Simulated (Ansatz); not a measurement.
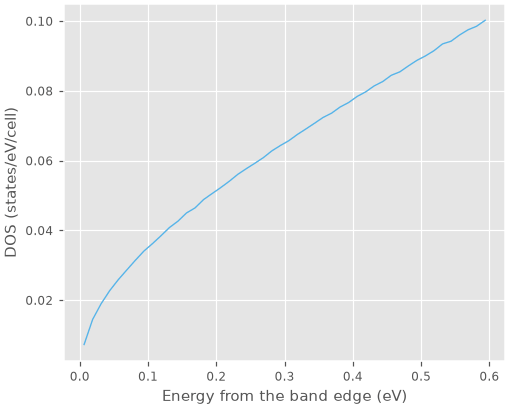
Fig. 1. Density of states of LiH (Fm-3m) above the conduction band minimum, PBEsol, rigid bands (Ansatz, a quantum-chemistry and plane-wave program); cell volume 15.8 Å³.

### Question
What effective density of states at 300 K does this give (∫ g(E) exp(−E/k_BT) dE, both spins, divided by the cell's size)?

### Answer
2.5e19 cm⁻³, a density-of-states mass of 0.99 mₑ, valleys and band degeneracy included.

Spin-orbit coupling is left out. Geometry: cell and atoms relaxed with PBEsol.
